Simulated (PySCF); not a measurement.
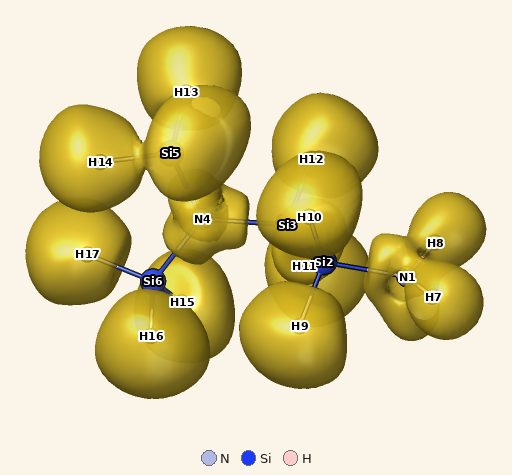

Figure 1: H11N2Si4 (SMILES N[SiH2][SiH2]N([SiH2])[SiH3]) (doublet). Isosurface of the ELF at 0.75 (yellow), seen at a tilt. Only the valence region is drawn (cores and ρ < 0.01 e/Å³ removed).

Geometry: GFN2-xTB.

Method: UKS B3LYP, pcH-1 on H N Si, non-relativistic, mean-field spin-orbit, GIAO in PySCF.

Input file:

```
{"job": {"kind": "epr", "basis": "pcH-1"}, "charge": 0, "multiplicity": 2}
N      3.346001     0.109411    -0.333085
Si     1.911486     0.392284     0.585901
Si     0.184097    -0.064786    -0.849918
N     -1.330308    -0.030150     0.036262
Si    -1.888268     1.561059     0.482185
Si    -2.052012    -1.491224     0.629712
H      4.240985     0.182106     0.123456
H      3.415779     0.483616    -1.265403
H      2.085930    -0.502753     1.738679
H      1.851098     1.751853     1.176364
H      0.241041    -1.370890    -1.522303
H      0.013156     0.918089    -1.939062
H     -2.308822     2.256798    -0.735579
H     -2.963444     1.451565     1.465965
H     -1.963614    -2.493771    -0.428698
H     -1.339995    -1.939854     1.831833
H     -3.450107    -1.201323     0.942166
```

Run with:

```sh
OMP_NUM_THREADS=1 python probes_run.py task.json out
```

### Describe the localisation domains.

The ELF exceeds this value in one region between bonded Si–Si atoms (shared pairs), seven regions around hydrogen nuclei, one region on N in which the atom's valence shell and bonds are merged, one joined region spread over several atoms (H, N), in which their bonds and any lone pairs are merged and one joined region spread over several atoms (H, Si), in which their bonds and any lone pairs are merged.

Values along the shortest contacts:
Si–N (1.73 Å): the ELF peaks at about 0.90 between the atoms: a polar covalent bond. Si–Si (2.29 Å): the ELF peaks at about 1 between the atoms (a shared electron pair).
